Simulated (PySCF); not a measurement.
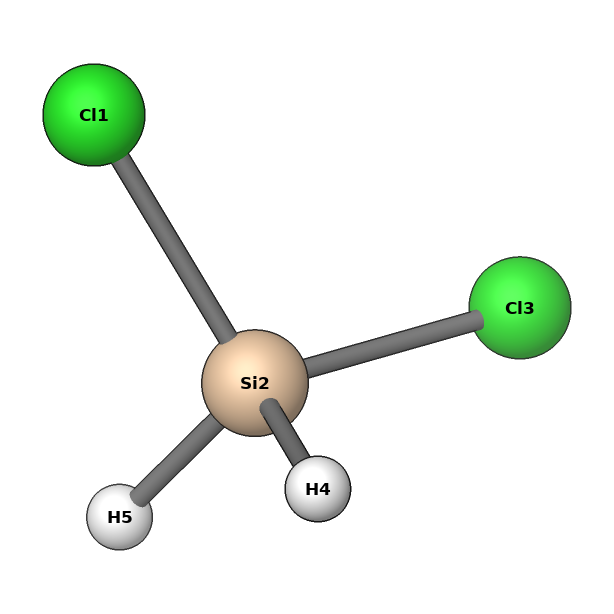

Computed geometry: GFN2-xTB optimisation. No frequency run is at hand to confirm it as a minimum. Method: delta-SCF UKS SCAN, pcX-2 on the ionised atom, pcseg-1 elsewhere, spin-free X2C (PySCF 2.14.0).

Give the core-electron binding energies (to vacuum; p and d levels without spin–orbit splitting) of Cl1 1s, Cl1 2p, Si2 1s, Si2 2p.

```
atom  level  binding energy (eV)
 Cl1     1s               2829.2
 Cl1     2p                207.2
 Si2     1s               1848.8
 Si2     2p                109.0
```

The geometry is semi-empirical. Around Si such bond lengths and angles can be off by a tenth of an ångström or more and by several degrees, and values that hang on the shape move with them.
